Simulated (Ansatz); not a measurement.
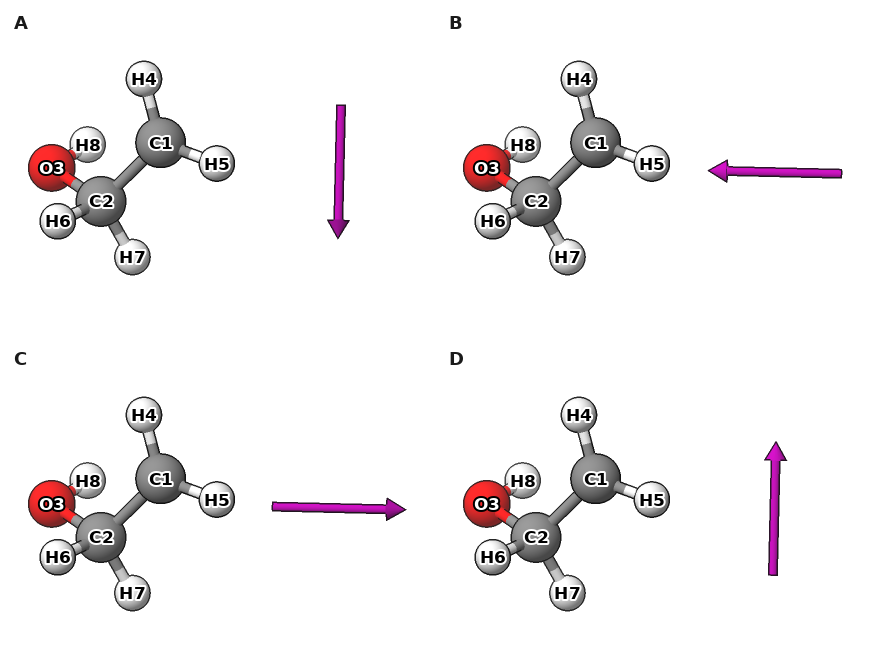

The same molecule four times, each with an arrow. The species is neutral and a spin doublet. Computed geometry: PBE0-D4/def2-TZVP optimisation. No frequency run is at hand to confirm it as a minimum. Level of theory: UKS PBE0-D4/def2-TZVP (Ansatz 0.2.0).

> Which arrow points along the dipole moment, from the negative to the positive end?

C. The dipole moment is 1.52 D; it points from the side of O3 to the side of H5 (the outermost atoms at the two ends).
